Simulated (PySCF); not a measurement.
Run report: C4H6F3 (charge +1), spin–spin coupling calculation

C4H6F3, charge +1, SMILES C[C+](CF)C(F)F, computed with PBE0/aug-pcSseg-1 indirect spin-spin coupling, non-relativistic, gas phase (PySCF 2.14.0).

The geometry comes from this level: GFN2-xTB. Figures and captions count atoms from 1; the log counts them from 0 in places.

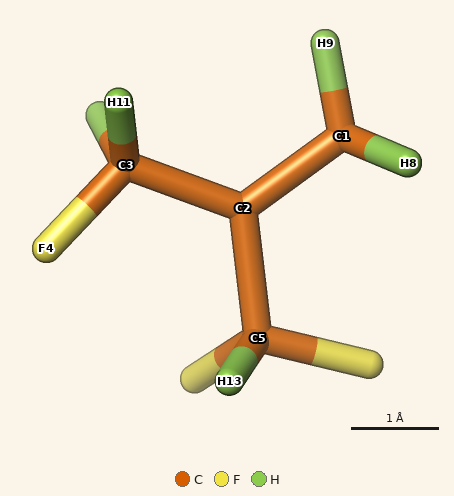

Figure 1. The structure (stick view, seen at a tilt; atoms are numbered from 1 in the order of the input). Bond lengths as drawn: C–C 1.43 to 1.51 Å, C–F 1.34 Å and C–H 1.09 to 1.11 Å.

Summary

- outcome: converged
- total energy: −454.714550 hartree
- HOMO: −15.46 eV
- LUMO: −10.02 eV
- hardware: 1 CPU thread, shared host
- wall time: 1.8 min
- peak memory: 0.97 GiB

Notes

Settings chosen away from the usual ones: PBE0/aug-pcSseg-1.

Input file
```
{"job": {"kind": "j", "xc": "PBE0", "basis": "aug-pcSseg-1"}, "charge": 1, "multiplicity": 1}
C      1.274762    -0.682398     0.309352
C      0.078642     0.036231     0.016931
C      0.053156     1.419884    -0.420032
F     -1.181591     1.948003    -0.494071
C     -1.251996    -0.671824     0.148208
F     -1.923855    -0.630262    -1.008737
F     -1.073830    -1.954918     0.487860
H      1.223431    -1.122453     1.320589
H      2.194766    -0.116293     0.183684
H      1.289709    -1.621156    -0.275958
H      0.673748     2.078772     0.217419
H      0.512709     1.494627    -1.431253
H     -1.874039    -0.177728     0.928282
```

The first line tells a small driver script what to run in PySCF; the rest is the geometry in Å.

Run as:
```bash
OMP_NUM_THREADS=1 python <driver script> task.json out
```

Output
```
coarse grid: 11328 points
cycle   1  E = -454.5130207759  dE =  1.323e+00  |g| = 8.665e-01  |ddm| = 6.592e+00
cycle   2  E = -454.2432337675  dE =  2.698e-01  |g| = 1.540e+00  |ddm| = 2.805e+00
cycle   3  E = -454.6524590114  dE = -4.092e-01  |g| = 1.119e-01  |ddm| = 1.800e+00
cycle   4  E = -454.6541846728  dE = -1.726e-03  |g| = 6.226e-02  |ddm| = 2.435e-01
cycle   5  E = -454.6549375819  dE = -7.529e-04  |g| = 1.374e-02  |ddm| = 9.544e-02
cycle   6  E = -454.6549632011  dE = -2.562e-05  |g| = 3.949e-03  |ddm| = 1.776e-02
cycle   7  E = -454.6549660029  dE = -2.802e-06  |g| = 7.065e-04  |ddm| = 5.186e-03
final grid: 111880 points
cycle   8  E = -454.7145399632  dE = -4.992e-05  |g| = 6.669e-03  |ddm| = 1.447e-01
cycle   9  E = -454.7145350905  dE =  4.873e-06  |g| = 8.774e-03  |ddm| = 2.072e-02
cycle  10  E = -454.7145498319  dE = -1.474e-05  |g| = 1.279e-03  |ddm| = 1.083e-02
cycle  11  E = -454.7145501032  dE = -2.713e-07  |g| = 1.864e-04  |ddm| = 1.600e-03
cycle  12  E = -454.7145501086  dE = -5.418e-09  |g| = 6.610e-05  |ddm| = 2.805e-04
cycle  13  E = -454.7145501094  dE = -7.785e-10  |g| = 1.872e-05  |ddm| = 9.554e-05
```

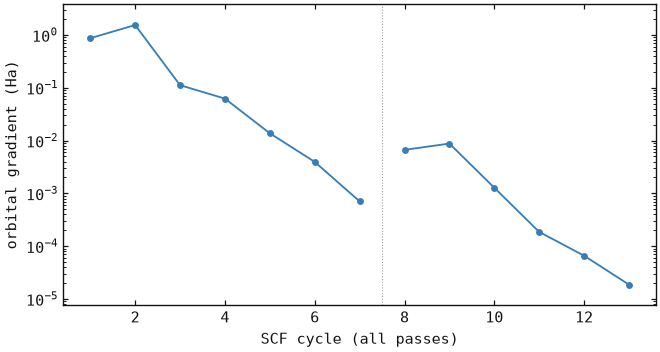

Figure 2. Convergence of the self-consistent field: orbital gradient against the SCF cycle. The dotted line marks the change from a coarse to the final integration grid. The first 7 cycles use a coarse grid, the final grid takes over at cycle 8, and the field converges after 13 cycles in all.

```
converged SCF energy = -454.7145501094

Indirect spin-spin couplings (Hz)
  i      j    bonds     total        FC       PSO       DSO        SD
  0 C    1 C    1     55.898    62.956    -7.289     0.231         -
  0 C    2 C    2      1.973     2.386    -0.421     0.007         -
  0 C    3 F    3     -2.304     2.302    -4.553    -0.326     0.273
  0 C    4 C    2     -1.139    -0.970    -0.205     0.037         -
  0 C    5 F    3     -2.777     0.675    -2.373    -0.248    -0.830
  0 C    6 F    3      5.532     6.139    -0.770     0.111     0.052
  0 C    7 H    1    144.112   142.233     1.110     0.770         -
  0 C    8 H    1    155.588   154.129     0.776     0.683         -
  0 C    9 H    1    141.835   139.965     1.088     0.782         -
  0 C   10 H    3     -1.618    -1.479    -0.138    -0.002         -
  0 C   11 H    3     -2.973    -2.859    -0.068    -0.046         -
  0 C   12 H    3     -0.227    -0.181     0.251    -0.297         -
  1 C    2 C    1     58.464    64.610    -6.443     0.297         -
  1 C    3 F    2     -8.156    20.908   -27.730     0.018    -1.352
  1 C    4 C    1     61.061    63.383    -2.691     0.370         -
  1 C    5 F    2    -11.270    21.192   -30.274     0.122    -2.310
  1 C    6 F    2     22.538    23.834    -1.784     0.077     0.411
  1 C    7 H    2      5.211     5.885    -0.634    -0.040         -
  1 C    8 H    2     -5.118    -3.459    -1.487    -0.172         -
  1 C    9 H    2      4.452     5.190    -0.729    -0.009         -
  1 C   10 H    2      8.966     9.494    -0.487    -0.041         -
  1 C   11 H    2     12.669    12.869    -0.242     0.043         -
  1 C   12 H    2      8.962     8.893    -0.056     0.125         -
  2 C    3 F    1   -195.158  -222.044    10.925     0.833    15.127
  2 C    4 C    2     -0.479    -0.387    -0.163     0.071         -
  2 C    5 F    3     -1.140    -0.877    -0.321     0.035     0.023
  2 C    6 F    3      1.648     1.663    -0.066    -0.296     0.346
  2 C    7 H    3      0.687     0.776     0.169    -0.258         -
  2 C    8 H    3      5.295     5.363    -0.246     0.178         -
  2 C    9 H    3      0.147     0.219     0.179    -0.251         -
  2 C   10 H    1    167.274   166.326    -0.164     1.112         -
  2 C   11 H    1    159.443   158.428    -0.122     1.137         -
  2 C   12 H    3     -1.170    -1.054    -0.138     0.022         -
  3 F    4 C    3      4.040     4.793    -1.087     0.284     0.050
  3 F    5 F    4     17.976    20.675    -3.021     0.609    -0.286
  3 F    6 F    4     -6.974    -2.321    -3.696    -1.134     0.176
  3 F    7 H    4      3.315     4.116     0.498    -1.157    -0.142
  3 F    8 H    4     -3.022    -0.492    -1.301    -1.139    -0.090
  3 F    9 H    4      3.279     3.874     0.590    -1.277     0.092
  3 F   10 H    2     32.878    27.499    10.002    -1.161    -3.462
  3 F   11 H    2     27.264    21.381    10.442    -1.039    -3.519
  3 F   12 H    4      0.397     0.501    -1.046     1.036    -0.095
  4 C    5 F    1   -244.902  -244.070   -13.224     1.172    11.220
  4 C    6 F    1   -239.518  -231.130   -19.619     1.139    10.093
  4 C    7 H    3      2.247     2.284    -0.173     0.136         -
  4 C    8 H    3      7.884     7.942     0.278    -0.336         -
  4 C    9 H    3     -2.025    -1.969    -0.179     0.123         -
  4 C   10 H    3     -2.168    -2.123     0.168    -0.213         -
  4 C   11 H    3      1.057     1.081     0.127    -0.151         -
  4 C   12 H    1    190.792   190.058    -0.841     1.576         -
  5 F    6 F    2    374.385   131.411   141.565    -0.541   101.949
  5 F    7 H    4      0.756     2.400     0.107    -1.386    -0.365
  5 F    8 H    4      1.599     1.921     0.816    -1.297     0.159
  5 F   10 H    4     -2.371    -2.039     1.341    -1.560    -0.112
  5 F   11 H    4      7.636     8.142    -0.033    -0.079    -0.395
  5 F   12 H    2     38.136    41.172     1.904    -0.670    -4.270
  6 F    7 H    4      0.998     1.085    -0.778     0.935    -0.245
  6 F    8 H    4      5.187     5.229     1.403    -1.390    -0.054
  6 F    9 H    4      2.685     3.037    -1.494     1.128     0.014
  6 F   10 H    4      1.244     1.587     0.790    -1.296     0.163
  6 F   11 H    4      0.987     1.474     0.885    -1.232    -0.140
  6 F   12 H    2     37.378    41.363     0.149    -0.804    -3.329
  7 H    8 H    2    -12.846   -12.690     2.449    -2.606         -
  7 H    9 H    2    -28.944   -28.979     1.303    -1.268         -
  7 H   10 H    4     14.458    14.547     0.460    -0.549         -
  7 H   11 H    4     15.582    15.800     1.410    -1.627         -
  7 H   12 H    4      2.718     2.777     0.205    -0.263         -
  8 H    9 H    2    -10.030    -9.866     2.470    -2.634         -
  8 H   11 H    4     -0.512    -0.583    -0.493     0.565         -
  8 H   12 H    4     -0.505    -0.280     1.354    -1.579         -
  9 H   10 H    4     12.428    12.626     1.314    -1.512         -
  9 H   11 H    4     22.135    22.209     0.331    -0.405         -
  9 H   12 H    4      7.561     7.810     1.506    -1.755         -
 10 H   11 H    2    -38.623   -38.524     1.450    -1.549         -
 10 H   12 H    4      9.225     9.325     0.528    -0.628         -
 11 H   12 H    4      2.290     2.541     1.482    -1.733         -
```
